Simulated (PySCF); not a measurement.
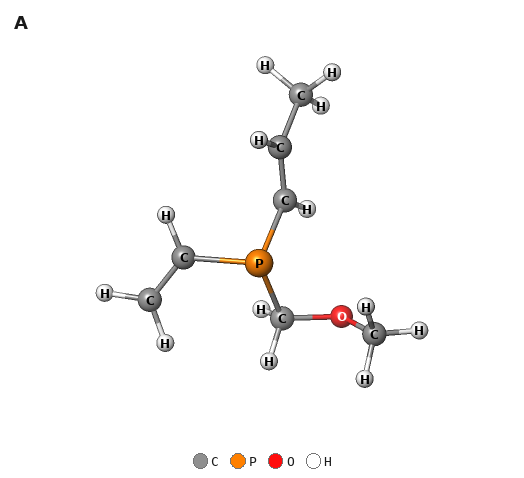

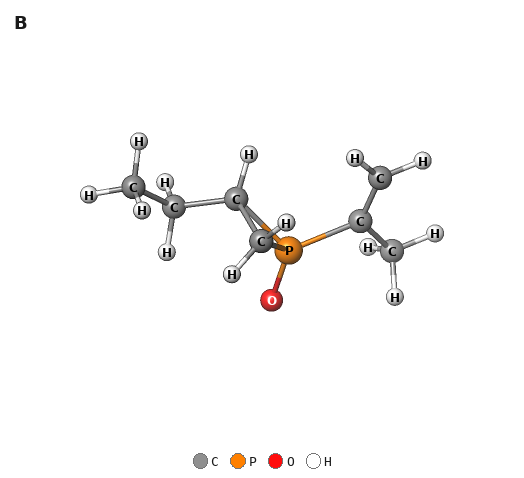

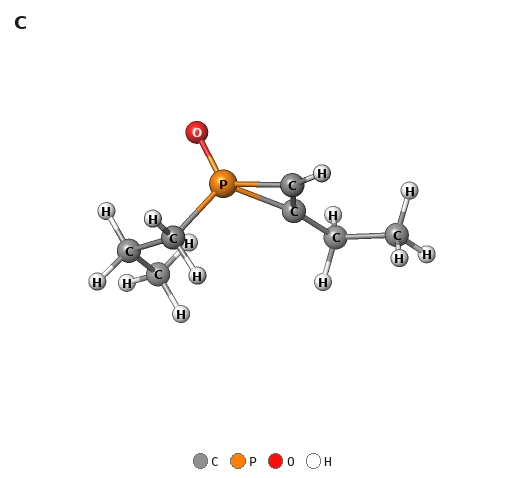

3 stationary structures of one formula. Geometries: GFN2-xTB. Electronic energies: PBE0/pcSseg-1 (PySCF 2.14.0), without zero-point energy. No frequency run is at hand to confirm each as a minimum. Each is one conformer, not always the lowest.

**How are they related?**

They are constitutional isomers of C7H13OP: A `C=CP(/C=C/C)COC`, B `C=C(C)[P@@]1(=O)C[C@@H]1CC`, C `CCC[P@@]1(=O)C=C1CC`.

**Which structure is the most stable?**

B is lowest; C lies 0.159 eV above it, A lies 1.088 eV above it.

The geometry is semi-empirical. Around P such bond lengths and angles can be off by a tenth of an ångström or more and by several degrees, and values that hang on the shape move with them.
